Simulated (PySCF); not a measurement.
Si(OMe)(SiH3), CH6OSi2, SMILES [Si](OC)[SiH3], PBE0/def2-SVP optimised geometry. Atoms within 1.6 Å of the plane z = 1.0 Å (x, y, z in Å): Si1 (-0.40, -1.11, 0.00), O2 (-0.56, 0.56, 0.00), C3 (-1.79, 1.24, 0.00), H4 (-1.85, 1.88, 0.90), H6 (-2.65, 0.55, 0.00), Si7 (2.02, -1.11, 0.00), H8 (2.51, -1.84, 1.22), H9 (2.65, 0.25, -0.03).

Calculation: PBE0/def2-TZVP (PySCF).

Map of the LUMO amplitude (bohr^(-3/2)) on the plane z = 1.0 Å; orbital energy -2.36 eV, overall sign arbitrary:

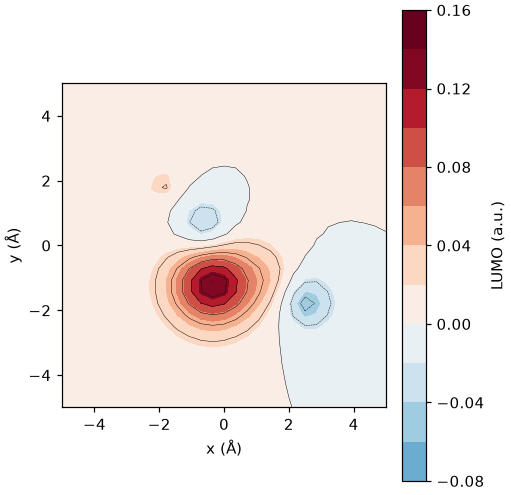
Fig. 1. LUMO amplitude (bohr^(-3/2)) on the plane z = 1.0 Å.
